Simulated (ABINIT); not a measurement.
# SnH2 (Fm-3m): zone-centre phonons

Aim: the zone-centre modes of SnH2 (Fm-3m).

Method: DFT LDA, scalar-relativistic, plane waves, HGH norm-conserving pseudopotentials, in ABINIT 10.8.3.

The structure was built from a prototype and need not be the compound's stable phase.

## 1. The structure

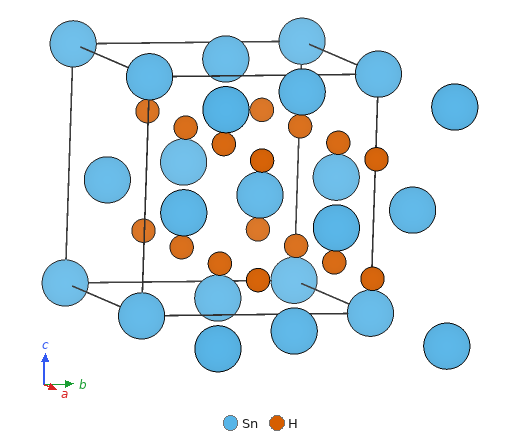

The cell as given, slightly off an axis (tin blue, hydrogen orange). 2×1×1 cells are drawn. This picture shows the conventional cell, with its axes. Some periodic images of atoms are drawn too.

## 2. A probe with smearing

A first run with smearing and empty bands tells whether the crystal has a gap, which decides between fixed occupations and smearing later on.

probe.abi reads:

```
# ground state
tolvrs 1.0d-08
prtden 1
prtwf 1

# basis, mesh and filling
ecut 35.0
ixc 7
ngkpt 6 6 6
nshiftk 1
shiftk 0.0 0.0 0.0
istwfk *1
occopt 7
tsmear 0.005
nband 8
nstep 100
diemac 9.0
prtebands 0
prtgsr 0

# cell and atoms
acell 7.94620745 7.94620745 7.94620745
rprim 
    0.0 0.7071067812 0.7071067812
    0.7071067812 0.0 0.7071067812
    0.7071067812 0.7071067812 0.0
ntypat 2
znucl 50 1
natom 3
typat 1 2 2
xred 
    0.0 0.0 0.0
    0.25 0.25 0.25
    0.75 0.75 0.75
pp_dirpath "./pseudo"
pseudos "Sn.hgh, H.hgh"
```

Started as:

```bash
$ OMP_NUM_THREADS=1 mpirun -n 2 abinit probe.abi > probe.log
```

Numbers of over 12 decimals in the logs are rounded to 6 here.

probe.abo, the main output file:

```text
[banners, grids, parts of the stress and lines that vanish by symmetry left out]
- input  file    -> probe.abi
- output file    -> probe.abo
- root for input  files -> probei
[...]
Symmetries : space group Fm -3 m (#225); Bravais cF (face-center cubic)
[...]
mpw =        3539          nfft =       91125          nkpt =          16
[...]
== DATASET  1 ==================================================================
[...]
cutoff_energies: {ecut:  35.0, pawecutdg:  -1.0, }
[...]
Exchange-correlation functional for the present dataset will be:
  LDA: Perdew-Wang 92 LSD fit to Ceperley-Alder data - ixc=7
[...]
ETOT  1  -4.631432    -4.631E+00 1.541E-02 2.112E+01
 ETOT  2  -4.637121    -5.689E-03 1.241E-03 7.765E-01
 ETOT  3  -4.637218    -9.669E-05 1.368E-04 6.204E-02
 ETOT  4  -4.637229    -1.109E-05 5.752E-05 1.692E-03
 ETOT  5  -4.637229    -1.499E-07 3.831E-05 4.587E-05
 ETOT  6  -4.637229    -1.577E-09 1.537E-05 4.598E-07
 ETOT  7  -4.637229    -1.982E-11 9.983E-06 1.411E-08
 ETOT  8  -4.637229    -1.498E-12 2.656E-06 1.108E-11
 At SCF step    8       vres2   =  1.11E-11 < tolvrs=  1.00E-08 =>converged.
[...]
sigma(1 1)=  3.40170967E-04  sigma(3 2)=  0.00000000E+00
  sigma(2 2)=  3.40170967E-04  sigma(3 1)=  0.00000000E+00
  sigma(3 3)=  3.40170967E-04  sigma(2 1)=  0.00000000E+00
[...]
convergence: {deltae: -1.498E-12, res2:  1.108E-11, residm:  2.656E-06, diffor: null, }
etotal    :  -4.63722879E+00
[...]
sigma(1 1)=  3.40170967E-04  sigma(3 2)=  0.00000000E+00
  sigma(2 2)=  3.40170967E-04  sigma(3 1)=  0.00000000E+00
  sigma(3 3)=  3.40170967E-04  sigma(2 1)=  0.00000000E+00
[...]
- sigma(1 1)=  1.00081754E+01  sigma(3 2)=  0.00000000E+00
- sigma(2 2)=  1.00081754E+01  sigma(3 1)=  0.00000000E+00
- sigma(3 3)=  1.00081754E+01  sigma(2 1)=  0.00000000E+00
[...]
fcart     -0.0000000000E+00 -0.0000000000E+00 -0.0000000000E+00
           strten      3.4017096704E-04  3.4017096704E-04  3.4017096704E-04
================================================================================

[key lines of the parts left out:]
pressure_GPa:  -1.0008E+01
```

The job ended after 17 s (2 MPI ranks of AMD EPYC (Zen 3), shared host).

Numbers from this step:

```yaml
volume_per_atom: 17.52 Å³
pressure: -10.01 GPa
gap_on_the_k_mesh: 0 eV
```

No gap opens on this mesh, so smearing is kept; the printed pressure holds the stress of the finite basis too.

## 3. Rough relaxation

The typed start is rough, so a first relaxation with smearing and loose thresholds takes it towards rest cheaply.

prerelax.abi reads:

```
# relaxation
ionmov 2
optcell 2
dilatmx 1.15
chkdilatmx 0
ntime 40
tolmxf 3.0d-04
tolvrs 1.0d-10
prtwf 0
prtden 0
chksymtnons 0

# basis, mesh and filling
ecut 35.0
ecutsm 3.0
ixc 7
ngkpt 6 6 6
nshiftk 1
shiftk 0.0 0.0 0.0
istwfk *1
occopt 7
tsmear 0.005
nband 8
nstep 100
diemac 1000000.0
prtebands 0
prtgsr 0

# cell and atoms
acell 7.94620745 7.94620745 7.94620745
rprim 
    0.0 0.7071067812 0.7071067812
    0.7071067812 0.0 0.7071067812
    0.7071067812 0.7071067812 0.0
ntypat 2
znucl 50 1
natom 3
typat 1 2 2
xred 
    0.0 0.0 0.0
    0.25 0.25 0.25
    0.75 0.75 0.75
pp_dirpath "./pseudo"
pseudos "Sn.hgh, H.hgh"
```

Started as:

```bash
$ OMP_NUM_THREADS=1 mpirun -n 2 abinit prerelax.abi > prerelax.log
```

prerelax.abo, the main output file:

```text
[banners, grids, parts of the stress and lines that vanish by symmetry left out]
- input  file    -> prerelax.abi
- output file    -> prerelax.abo
- root for input  files -> prerelaxi
[...]
Symmetries : space group Fm -3 m (#225); Bravais cF (face-center cubic)
[...]
mpw =        5365          nfft =      125000          nkpt =          16
[...]
== DATASET  1 ==================================================================
[...]
cutoff_energies: {ecut:  35.0, pawecutdg:  -1.0, }
[...]
Exchange-correlation functional for the present dataset will be:
  LDA: Perdew-Wang 92 LSD fit to Ceperley-Alder data - ixc=7
[...]
ETOT  1  -4.630951    -4.631E+00 1.291E-02 2.825E+01
 ETOT  2  -4.636919    -5.969E-03 1.743E-03 6.448E-01
 ETOT  3  -4.636964    -4.482E-05 3.064E-04 5.413E-02
 ETOT  4  -4.636970    -5.563E-06 2.898E-04 3.429E-03
 ETOT  5  -4.636970    -1.438E-07 4.978E-05 1.799E-04
[...]
ETOT  6  -4.663539    -1.954E-14 1.950E-08 6.322E-12
 At SCF step    6       vres2   =  6.32E-12 < tolvrs=  1.00E-10 =>converged.
[...]
sigma(1 1)=  1.84373328E-07  sigma(3 2)=  0.00000000E+00
  sigma(2 2)=  1.84373328E-07  sigma(3 1)=  0.00000000E+00
  sigma(3 3)=  1.84373328E-07  sigma(2 1)=  0.00000000E+00
[...]
convergence: {deltae: -1.954E-14, res2:  6.322E-12, residm:  1.950E-08, diffor: null, }
etotal    :  -4.66353892E+00
[...]
At Broyd/MD step   7, gradients are converged :
[...]
sigma(1 1)=  1.84373328E-07  sigma(3 2)=  0.00000000E+00
  sigma(2 2)=  1.84373328E-07  sigma(3 1)=  0.00000000E+00
  sigma(3 3)=  1.84373328E-07  sigma(2 1)=  0.00000000E+00
[...]
- sigma(1 1)=  5.42445060E-03  sigma(3 2)=  0.00000000E+00
- sigma(2 2)=  5.42445060E-03  sigma(3 1)=  0.00000000E+00
- sigma(3 3)=  5.42445060E-03  sigma(2 1)=  0.00000000E+00
[...]
fcart     -0.0000000000E+00 -0.0000000000E+00 -0.0000000000E+00
           strten      1.8437332831E-07  1.8437332831E-07  1.8437332831E-07
================================================================================

[key lines of the parts left out:]
pressure_GPa:  -5.4245E-03
Total energy (etotal) [Ha]= -4.66353892288877E+00
```

Run time: 2.1 min. Hardware: 2 MPI ranks.

Step by step:

```
step  energy less that of the first step (eV)  largest force (eV/Å)  volume (Å³)
   1                                   0.0000                0.0000        52.57
   2                                  -0.0918                0.0000        51.04
   3                                  -0.2423                0.0000        28.00
   4                                  -0.6436                0.0000        40.21
   5                                  -0.7196                0.0000        36.84
   6                                  -0.7229                0.0000        35.93
   7                                  -0.7230                0.0000        36.04
```

```
conventional cell, symmetrised  before  after   change
                         a (Å)   5.947  5.243  -11.8 %
                         b (Å)   5.947  5.243  -11.8 %
                         c (Å)   5.947  5.243  -11.8 %
              volume (Å³/atom)   17.52  12.01  -31.4 %
```

The relaxed structure:

```cif
data_structure
_symmetry_space_group_name_H-M 'P 1'
_symmetry_Int_Tables_number 1
_cell_length_a 3.7077
_cell_length_b 3.7077
_cell_length_c 3.7077
_cell_angle_alpha 60.000
_cell_angle_beta 60.000
_cell_angle_gamma 60.000
_cell_volume 36.04
loop_
_atom_site_label
_atom_site_type_symbol
_atom_site_fract_x
_atom_site_fract_y
_atom_site_fract_z
_atom_site_occupancy
Sn1 Sn 0.00000 0.00000 0.00000 1
H2 H 0.25000 0.25000 0.25000 1
H3 H 0.75000 0.75000 0.75000 1
```

This step gave:

| Quantity | Value |
| --- | --- |
| volume per atom | 12.01 Å³ |
| pressure | -0.005424 GPa |

The volume changes by -31.4 % in this run and stands -31.4 % from the first cell.

## 4. Rough relaxation

The cell changed much, so the rough relaxation is repeated on a basis made for the new cell.

Edit prerelax.abi of step 3 so:

```diff
@@ -29,3 +29,3 @@
 # cell and atoms
-acell 7.94620745 7.94620745 7.94620745
+acell 7.006539674 7.006539674 7.006539674
 rprim
```

prerelax.abo, the main output file:

```text
[banners, grids, parts of the stress and lines that vanish by symmetry left out]
- input  file    -> prerelax.abi
- output file    -> prerelax.abo
- root for input  files -> prerelaxi
[...]
Symmetries : space group Fm -3 m (#225); Bravais cF (face-center cubic)
[...]
mpw =        3695          nfft =       91125          nkpt =          16
[...]
== DATASET  1 ==================================================================
[...]
cutoff_energies: {ecut:  35.0, pawecutdg:  -1.0, }
[...]
Exchange-correlation functional for the present dataset will be:
  LDA: Perdew-Wang 92 LSD fit to Ceperley-Alder data - ixc=7
[...]
ETOT  1  -4.657281    -4.657E+00 2.924E-02 2.453E+01
 ETOT  2  -4.663528    -6.246E-03 1.867E-03 4.525E-01
 ETOT  3  -4.663538    -1.073E-05 1.691E-04 9.815E-03
 ETOT  4  -4.663539    -4.588E-07 4.249E-05 7.316E-04
 ETOT  5  -4.663539    -3.516E-08 2.779E-05 6.737E-06
 ETOT  6  -4.663539    -2.323E-10 1.942E-05 2.174E-07
 ETOT  7  -4.663539    -5.469E-12 2.089E-05 2.294E-09
 ETOT  8  -4.663539    -9.592E-14 2.276E-05 2.521E-11
 At SCF step    8       vres2   =  2.52E-11 < tolvrs=  1.00E-10 =>converged.
[...]
sigma(1 1)=  1.84180071E-07  sigma(3 2)=  0.00000000E+00
  sigma(2 2)=  1.84180071E-07  sigma(3 1)=  0.00000000E+00
  sigma(3 3)=  1.84180071E-07  sigma(2 1)=  0.00000000E+00
[...]
convergence: {deltae: -9.592E-14, res2:  2.521E-11, residm:  2.276E-05, diffor: null, }
etotal    :  -4.66353892E+00
[...]
At Broyd/MD step   1, gradients are converged :
[...]
sigma(1 1)=  1.84180071E-07  sigma(3 2)=  0.00000000E+00
  sigma(2 2)=  1.84180071E-07  sigma(3 1)=  0.00000000E+00
  sigma(3 3)=  1.84180071E-07  sigma(2 1)=  0.00000000E+00
[...]
- sigma(1 1)=  5.41876476E-03  sigma(3 2)=  0.00000000E+00
- sigma(2 2)=  5.41876476E-03  sigma(3 1)=  0.00000000E+00
- sigma(3 3)=  5.41876476E-03  sigma(2 1)=  0.00000000E+00
[...]
fcart     -0.0000000000E+00 -0.0000000000E+00 -0.0000000000E+00
           strten      1.8418007074E-07  1.8418007074E-07  1.8418007074E-07
================================================================================

[key lines of the parts left out:]
pressure_GPa:  -5.4188E-03
Total energy (etotal) [Ha]= -4.66353892289126E+00
```

Elapsed: 16 s, on 2 MPI ranks.

Little changed from the start: no atom moved by 0.005 Å and no cell edge by 0.1 %.

Numbers from this step:

```yaml
pressure: -0.005419 GPa
```

The volume changes by +0.0 % in this run and stands -31.4 % from the first cell.

## 5. Relaxation

The harmonic expansion needs vanishing forces, and a free crystal bears no stress, so cell and atoms are brought to rest. Stress is more sensitive to the basis than forces are: the last 3 Ha under the cutoff are smoothed with ecutsm, and the cutoff is raised above that of the later runs.

relax.abi, as its differences from prerelax.abi of step 4:

```diff
@@ -3,7 +3,6 @@
 optcell 2
-dilatmx 1.15
-chkdilatmx 0
+dilatmx 1.08
 ntime 40
-tolmxf 3.0d-04
-tolvrs 1.0d-10
+tolmxf 1.0d-05
+tolvrs 1.0d-14
 prtwf 0
@@ -13,6 +12,6 @@
 # basis, mesh and filling
-ecut 35.0
+ecut 43.0
 ecutsm 3.0
 ixc 7
-ngkpt 6 6 6
+ngkpt 8 8 8
 nshiftk 1
@@ -21,3 +20,3 @@
 occopt 7
-tsmear 0.005
+tsmear 0.01
 nband 8
```

Started as:

```bash
$ OMP_NUM_THREADS=1 mpirun -n 2 abinit relax.abi > relax.log
```

relax.abo, the main output file:

```text
[banners, grids, parts of the stress and lines that vanish by symmetry left out]
- input  file    -> relax.abi
- output file    -> relax.abo
- root for input  files -> relaxi
[...]
Symmetries : space group Fm -3 m (#225); Bravais cF (face-center cubic)
[...]
mpw =        4156          nfft =      110592          nkpt =          29
[...]
== DATASET  1 ==================================================================
[...]
cutoff_energies: {ecut:  43.0, pawecutdg:  -1.0, }
[...]
Exchange-correlation functional for the present dataset will be:
  LDA: Perdew-Wang 92 LSD fit to Ceperley-Alder data - ixc=7
[...]
ETOT  1  -4.655524    -4.656E+00 2.106E-02 3.108E+01
 ETOT  2  -4.663891    -8.367E-03 1.538E-03 5.848E-01
 ETOT  3  -4.663906    -1.495E-05 4.340E-04 1.347E-02
 ETOT  4  -4.663907    -7.170E-07 2.646E-04 9.534E-04
 ETOT  5  -4.663907    -4.067E-08 1.084E-04 7.140E-06
[...]
At SCF step   10       vres2   =  1.02E-17 < tolvrs=  1.00E-14 =>converged.
[...]
sigma(1 1)=  1.74935339E-05  sigma(3 2)=  0.00000000E+00
  sigma(2 2)=  1.74935339E-05  sigma(3 1)=  0.00000000E+00
  sigma(3 3)=  1.74935339E-05  sigma(2 1)=  0.00000000E+00
[...]
convergence: {deltae: -1.226E-13, res2:  1.024E-17, residm:  1.198E-05, diffor: null, }
etotal    :  -4.66390665E+00
[...]
ETOT  1  -4.663912    -4.664E+00 1.141E-05 4.049E-03
[...]
At SCF step    7       vres2   =  3.01E-15 < tolvrs=  1.00E-14 =>converged.
[...]
sigma(1 1)=  1.43813711E-05  sigma(3 2)=  0.00000000E+00
  sigma(2 2)=  1.43813711E-05  sigma(3 1)=  0.00000000E+00
  sigma(3 3)=  1.43813711E-05  sigma(2 1)=  0.00000000E+00
[...]
convergence: {deltae:  3.020E-14, res2:  3.008E-15, residm:  4.679E-06, diffor: null, }
etotal    :  -4.66391275E+00
[...]
ETOT  1  -4.663917    -4.664E+00 5.308E-04 8.465E-02
[...]
ETOT  7  -4.663925    -2.487E-14 1.273E-06 5.801E-14
 ETOT  8  -4.663925     7.727E-14 1.038E-06 1.909E-16
 At SCF step    8       vres2   =  1.91E-16 < tolvrs=  1.00E-14 =>converged.
[...]
sigma(1 1)= -6.17166061E-08  sigma(3 2)=  0.00000000E+00
  sigma(2 2)= -6.17166061E-08  sigma(3 1)=  0.00000000E+00
  sigma(3 3)= -6.17166061E-08  sigma(2 1)=  0.00000000E+00
[...]
convergence: {deltae:  7.727E-14, res2:  1.909E-16, residm:  1.038E-06, diffor: null, }
etotal    :  -4.66392532E+00
[...]
At Broyd/MD step   3, gradients are converged :
[...]
sigma(1 1)= -6.17166061E-08  sigma(3 2)=  0.00000000E+00
  sigma(2 2)= -6.17166061E-08  sigma(3 1)=  0.00000000E+00
  sigma(3 3)= -6.17166061E-08  sigma(2 1)=  0.00000000E+00
[...]
- sigma(1 1)= -1.81576524E-03  sigma(3 2)=  0.00000000E+00
- sigma(2 2)= -1.81576524E-03  sigma(3 1)=  0.00000000E+00
- sigma(3 3)= -1.81576524E-03  sigma(2 1)=  0.00000000E+00
[...]
fcart     -0.0000000000E+00 -0.0000000000E+00 -0.0000000000E+00
           strten     -6.1716606120E-08 -6.1716606120E-08 -6.1716606121E-08
================================================================================

[key lines of the parts left out:]
pressure_GPa:   1.8158E-03
Total energy (etotal) [Ha]= -4.66392532191258E+00
```

The job ended after 99 s (2 MPI ranks).

Relaxation path:

```
step  energy less that of the first step (eV)  largest force (eV/Å)  volume (Å³)
   1                                   0.0000                0.0000        36.04
   2                                  -0.0002                0.0000        35.98
   3                                  -0.0005                0.0000        35.73
```

```
conventional cell, symmetrised  before  after  change
                         a (Å)   5.243  5.228  -0.3 %
                         b (Å)   5.243  5.228  -0.3 %
                         c (Å)   5.243  5.228  -0.3 %
              volume (Å³/atom)   12.01  11.91  -0.9 %
```

Final coordinates:

```xyz
3
Lattice="0.0000 2.6141 2.6141 2.6141 0.0000 2.6141 2.6141 2.6141 0.0000" Properties=species:S:1:pos:R:3 pbc="T T T"
Sn    0.0000    0.0000    0.0000
H     1.3070    1.3070    1.3070
H     3.9211    3.9211    3.9211
```

This step gave:

```yaml
volume_per_atom: 11.91 Å³
pressure: 0.001816 GPa
```

The volume changes by -0.9 % in this run and stands -32.0 % from the first cell.

## 6. Self-consistent run for the response

The response is built on these wavefunctions, so the potential is converged far more tightly than an energy would need. Smearing stays on, as the first look found no gap above 0.3 eV.

gs.abi reads:

```
# ground state
tolvrs 1.0d-16
prtden 1
prtwf 1

# basis, mesh and filling
ecut 35.0
ixc 7
ngkpt 8 8 8
nshiftk 1
shiftk 0.0 0.0 0.0
istwfk *1
occopt 7
tsmear 0.01
nband 8
nstep 100
diemac 1000000.0
prtebands 0
prtgsr 0

# cell and atoms
acell 6.986019972 6.986019972 6.986019972
rprim 
    0.0 0.7071067812 0.7071067812
    0.7071067812 0.0 0.7071067812
    0.7071067812 0.7071067812 0.0
ntypat 2
znucl 50 1
natom 3
typat 1 2 2
xred 
    0.0 0.0 0.0
    0.25 0.25 0.25
    0.75 0.75 0.75
pp_dirpath "./pseudo"
pseudos "Sn.hgh, H.hgh"
```

Started as:

```bash
$ OMP_NUM_THREADS=1 mpirun -n 2 abinit gs.abi > gs.log
```

gs.abo, the main output file:

```text
[banners, grids, parts of the stress and lines that vanish by symmetry left out]
- input  file    -> gs.abi
- output file    -> gs.abo
- root for input  files -> gsi
[...]
Symmetries : space group Fm -3 m (#225); Bravais cF (face-center cubic)
[...]
mpw =        2421          nfft =       64000          nkpt =          29
[...]
== DATASET  1 ==================================================================
[...]
cutoff_energies: {ecut:  35.0, pawecutdg:  -1.0, }
[...]
Exchange-correlation functional for the present dataset will be:
  LDA: Perdew-Wang 92 LSD fit to Ceperley-Alder data - ixc=7
[...]
ETOT  1  -4.654078    -4.654E+00 1.748E-02 1.825E+01
 ETOT  2  -4.662916    -8.838E-03 6.826E-04 3.451E-01
 ETOT  3  -4.662933    -1.638E-05 2.074E-04 8.306E-03
 ETOT  4  -4.662933    -7.688E-07 1.382E-04 5.633E-04
 ETOT  5  -4.662934    -4.093E-08 3.133E-05 3.914E-06
[...]
ETOT  9  -4.662934    -1.421E-14 3.409E-05 3.749E-15
 ETOT 10  -4.662934     9.770E-15 1.773E-05 4.882E-18
 At SCF step   10       vres2   =  4.88E-18 < tolvrs=  1.00E-16 =>converged.
[...]
sigma(1 1)=  1.72848081E-05  sigma(3 2)=  0.00000000E+00
  sigma(2 2)=  1.72848081E-05  sigma(3 1)=  0.00000000E+00
  sigma(3 3)=  1.72848081E-05  sigma(2 1)=  0.00000000E+00
[...]
convergence: {deltae:  9.770E-15, res2:  4.882E-18, residm:  1.773E-05, diffor: null, }
etotal    :  -4.66293354E+00
[...]
sigma(1 1)=  1.72848081E-05  sigma(3 2)=  0.00000000E+00
  sigma(2 2)=  1.72848081E-05  sigma(3 1)=  0.00000000E+00
  sigma(3 3)=  1.72848081E-05  sigma(2 1)=  0.00000000E+00
[...]
- sigma(1 1)=  5.08536610E-01  sigma(3 2)=  0.00000000E+00
- sigma(2 2)=  5.08536610E-01  sigma(3 1)=  0.00000000E+00
- sigma(3 3)=  5.08536610E-01  sigma(2 1)=  0.00000000E+00
[...]
fcart     -0.0000000000E+00 -0.0000000000E+00 -0.0000000000E+00
           strten      1.7284808058E-05  1.7284808058E-05  1.7284808058E-05
================================================================================

[key lines of the parts left out:]
pressure_GPa:  -5.0854E-01
```

Wall time 23 s (2 MPI ranks).

Numbers from this step:

| Item | Value |
| --- | --- |
| pressure | -0.5085 GPa |

The cell stands at -0.51 GPa: the relaxation ran with a smoothed and higher cutoff, and the difference is a stress of the finite basis.

[end of part 1 of 3]

[Host names and launcher messages were left out of these logs when they were recorded.]

[Logs are printed without paths, hosts, clocks, repeated set-up lines and the standing remarks that a program may print on its own settings, such as how far it seeks lower states.]

[Hosts, paths, dates, database ids (printed as entryN), source tags and the programs' standing remarks are cut or masked in the printed files.]
